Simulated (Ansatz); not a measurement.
# H2S2 (SMILES SS): levels of theory compared

Wanted: a comparison of 6 runs (r2SCAN0/STO-3G, wB97M-V/STO-3G, wB97X/STO-3G, UMP2/STO-3G, CCSDT(Q)/STO-3G, UCCSD(T)/STO-3G) of H2S2. 

The results are computed with Ansatz 0.2.0.

44 further runs of the same task are left out: 10 that didn't finish, 34 set aside as unsound or not needed.

## 1. The structure to begin with

H2S2: 4 atoms, total charge 0, spin state singlet. As SMILES, `SS`. The S2–S1 distance was set to 2.557 Å, away from the relaxed value.

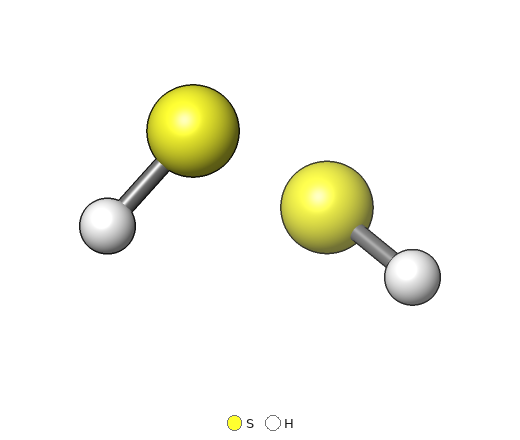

The structure, seen from a chosen angle (sulfur yellow, hydrogen white).

## 2. A single-point energy at r2SCAN0/STO-3G (run 1)

molecule.yaml reads:

```yaml
crystal:
  periodic: [false, false, false]
  atoms:
    - {symbol: S, position_ang: [0.965545, -1.266903, 0.191523]}
    - {symbol: S, position_ang: [0.060220, 1.121560, 0.067360]}
    - {symbol: H, position_ang: [-0.044355, -1.830283, 0.881713]}
    - {symbol: H, position_ang: [-0.619290, 1.020250, -1.090950]}
basis:
  gaussian: {orbitals: STO-3G}
accuracy: high
hamiltonian: {xc: {name: r2SCAN0}}
```

Launch:

```
$ ansatz run molecule.yaml --threads 1 --pin off --max-ram 3480MiB --events-out events.jsonl --progress --plain --runs-dir runs
```

Log:

```text
Warning: RAYON_NUM_THREADS=1 ignored (pool sized by the plan → 1); use --threads N
Functional definition: r2SCAN0
  name "r2SCAN0"
  parameter a = 0.25
  parameter k0 = 0.174
  parameter k1 = 0.065
  parameter a1 = 4.9479
  exchange = (1 - a)*r2scan_x(k0 = k0, k1 = k1, a1 = a1) + a*exact_x
  correlation = r2scan_c
328 factors; integrals over basis functions are off by at most 2.0e-8 eV
mean field evaluation 1: about -21460.3867 eV, gradient 4.9e0 eV
mean field evaluation 2: about -21460.4967 eV, gradient 2.1e0 eV
mean field evaluation 4: about -21460.5173 eV, gradient 1.2e-1 eV
mean field evaluation 8: about -21460.4906 eV, gradient 1.8e-3 eV
mean field -21460.49056561 eV, -788.6584818430 hartree, gradient 8.6e-8 eV, S^2 0.000000; 0 other end points of the search recorded, 0 dependent functions left out
reference -21460.49056587 eV, -788.6584818526 hartree; 17, 17 occupied and 3, 3 virtual orbitals, 328 factors
Total energy: -21460.49056587 eV, -788.6584818526 hartree
```

Wall time 1 s (1 thread of Intel Xeon 6975P-C (Granite Rapids), shared host); peak memory 0.16 GiB.

## 3. The energy at wB97M-V/STO-3G (run 2)

input.yaml reads:

```yaml
crystal:
  periodic: [false, false, false]
  atoms:
    - {symbol: S, position_ang: [0.965545, -1.266903, 0.191523]}
    - {symbol: S, position_ang: [0.060220, 1.121560, 0.067360]}
    - {symbol: H, position_ang: [-0.044355, -1.830283, 0.881713]}
    - {symbol: H, position_ang: [-0.619290, 1.020250, -1.090950]}
basis:
  gaussian: {orbitals: STO-3G}
hamiltonian: {xc: {name: wB97M-V}}
accuracy: high
```

Launch:

```
$ ansatz run input.yaml --threads 1 --pin off --max-ram 3480MiB --events-out events.jsonl --progress --plain --runs-dir runs
```

Log, cut to the lines that bear on the results:

```text
Warning: RAYON_NUM_THREADS=1 ignored (pool sized by the plan → 1); use --threads N
Functional definition: wB97M-V
  name "wB97M-V"
[...]
  gx(w, u) = 1 - cx + cx01*u + cx10*w
  gss(w, u) = css00 + css04*u^4 + css10*w + css20*w^2 + css43*w^4*u^3
  gos(w, u) = cos00 + cos10*w + (cos20 + cos21*u)*w^2 + (cos60 + cos61*u)*w^6
[...]
      + integral(e_c_pw_mod_opposite_spin*gos(b97_w_opposite, b97_u_opposite)) + vv10(b, c)
328 factors; integrals over basis functions are off by at most 2.0e-8 eV
135 factors; integrals over basis functions are off by at most 7.0e-10 eV
[...]
mean field -21462.83815570 eV, -788.7447541877 hartree, gradient 3.9e-8 eV, S^2 0.000000; 0 other end points of the search recorded, 0 dependent functions left out
reference -21462.83815786 eV, -788.7447542671 hartree; 17, 17 occupied and 3, 3 virtual orbitals, 328 factors
Total energy: -21462.83815786 eV, -788.7447542671 hartree
```

Run time: 5.4 s. Hardware: 1 thread of Intel Xeon 6975P-C (Granite Rapids), shared host; peak memory 0.28 GiB.

Runs 3 to 5 aren't shown in full; the table further down has their settings and results.

## 4. A single-point energy at UCCSD(T)/STO-3G (run 6)

input.yaml reads:

```yaml
basis:
  gaussian:
    orbitals: STO-3G
crystal:
  periodic: [false, false, false]
  atoms:
    - symbol: S
      position_ang: [0.965545, -1.266903, 0.191523]
    - symbol: S
      position_ang: [0.060220, 1.121560, 0.067360]
    - symbol: H
      position_ang: [-0.044355, -1.830283, 0.881713]
    - symbol: H
      position_ang: [-0.619290, 1.020250, -1.090950]
magnetization:
  spin_polarized: true
correlation:
  method: ccsd_t
  frozen_orbitals: {H: 0, S: 5}
accuracy: high
scf:
  omitted_lower_state_checks: [cluster_reference, increment]
```

Launch:

```
$ ansatz run input.yaml --threads 1 --pin off --max-ram 3480MiB --events-out events.jsonl --progress --plain --runs-dir runs
```

Log, cut to the lines that bear on the results:

```text
Warning: RAYON_NUM_THREADS=1 ignored (pool sized by the plan → 1); use --threads N
Functional definition: HF
  name "HF"
[...]
328 factors; integrals over basis functions are off by at most 2.0e-8 eV
[...]
mean field -21427.29894622 eV, -787.4387123286 hartree, gradient 3.0e-8 eV, S^2 0.627981; 9 other end points of the search recorded, 0 dependent functions left out
10 core orbitals not correlated: weight in the atoms' cores, before any rotation towards them, 1.000 or more for the frozen orbitals, at most 0.000 for the correlated occupied ones
reference -21427.29894622 eV, -787.4387123286 hartree; 7, 7 occupied and 3, 3 virtual orbitals, 328 factors
second order -0.97206348 eV of doubles, -0.00000000 eV of singles
cycle   1  -1.30866660 eV  change   -3.4e-1 eV  update   6.6e-2
[...]
cycle  36  -2.17667771 eV  change   1.9e-10 eV  update   1.3e-9
perturbative correction -0.01249586 eV, -0.0004592142 hartree
Total energy: -21429.48811978 eV, -787.5191629731 hartree
Checks for a lower state left out: cluster_reference, increment
```

Wall time 0.26 s (1 thread of Intel Xeon 6975P-C (Granite Rapids), shared host).

## 5. All runs side by side

| run | level | frozen core orbitals | energy (Eh) | wall time |
| --- | --- | --- | --- | --- |
| 1 | r2SCAN0/STO-3G | – | -788.658482 | 1 s |
| 2 | wB97M-V/STO-3G | – | -788.744754 | 5.4 s |
| 3 | wB97X/STO-3G | – | -788.670991 | 2.1 s |
| 4 | UMP2/STO-3G | 10 | -787.474435 | 0.2 s |
| 5 | CCSDT(Q)/STO-3G | 10 | -787.519468 | 0.16 s |
| 6 | UCCSD(T)/STO-3G | 10 | -787.519163 | 0.26 s |

## 6. Outcome

```
                                           quantity          value
                                run 6: total energy  -787.51916 Eh
run 6: correlation energy (10 core orbitals frozen)      -80.5 mEh
                              run 6: (T) correction      -0.46 mEh
           run 6: ⟨S²⟩ of the reference determinant          0.628
                               run 6: T1 diagnostic          0.080
```

What this shows: Totals of different functionals can't be ranked against each other. In run 5 the log says that unrestricted orbitals would lower the reference, so the values rest on an unstable closed-shell determinant (other closed-shell runs at this shape may share the fault). In runs 1, 2, 3, 4, 5, 6 the basis is minimal, so the values are rough. Spin contamination of the reference: run 4 ⟨S²⟩ = 0.63, run 6 ⟨S²⟩ = 0.63. Where it is this large, the reference is a mixture of spin states, and values that rest on it are in doubt. All runs together took 9.2 s, the longest 5.4 s.
